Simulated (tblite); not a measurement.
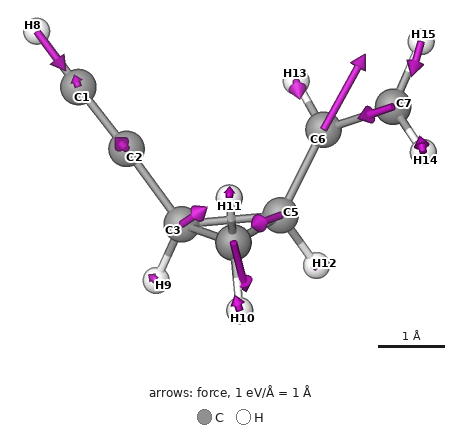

Starting geometry of C$_{7}$H$_{8}$ with the computed forces as purple arrows. A ball-and-stick model, seen at a tilt.

Method: GFN2-xTB geometry optimisation, gas phase in tblite. 

Is this structure relaxed? If not, where do the atoms go?

It isn't relaxed: the largest force vector, on a C atom, is 1.35 eV/Å. The final displacements have little in common with the starting forces (cosine between the two patterns 0.13). The atom that moves furthest after the best rigid fit is an H atom (1.73 Å). Largest moves by element: H 1.73 Å, C 0.58 Å. Near-neighbour distances that change, for instance: C–H 1.070 → 1.049 Å, C–H 1.098 → 1.082 Å, C–C 1.518 → 1.502 Å, C–C 1.336 → 1.323 Å. Bond angles that change, for instance: C–C–H 117.8° → 120.6°, C–C–C 117.1° → 119.4°, C–C–C 126.1° → 123.9°. Groups turn about C–C by about 75°. The energy falls by 0.206 eV in 122 geometry steps.
